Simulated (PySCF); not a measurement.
SMILES Cl/C=C\c1ccccc1 at its GFN2-xTB optimised geometry (Å):

```
16

Cl    -3.2570    -0.9316     0.0004
C     -1.8932    -1.9757     0.0002
C     -0.6059    -1.6340     0.0000
C      0.0619    -0.3422     0.0000
C     -0.5933     0.8907     0.0000
C      0.1267     2.0708     0.0000
C      1.5111     2.0530     0.0000
C      2.1769     0.8380     0.0000
C      1.4613    -0.3422     0.0000
H     -2.1886    -3.0143     0.0001
H      0.0780    -2.4755    -0.0001
H     -1.6685     0.9346     0.0000
H     -0.3995     3.0143     0.0000
H      2.0678     2.9784     0.0000
H      3.2570     0.8123     0.0000
H      1.9892    -1.2856     0.0000
```

Calculation: PBE/def2-TZVP run with PySCF 2.14.0.

Map of the Laplacian of the electron density (e/bohr⁵) on the plane z = 0.6 Å:

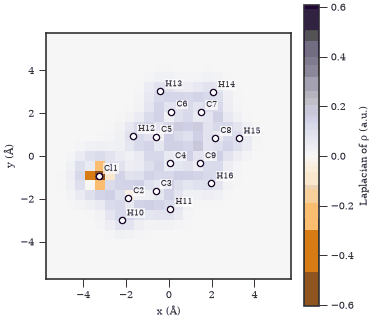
*Laplacian of the electron density (e/bohr⁵) on the plane z = 0.6 Å.*
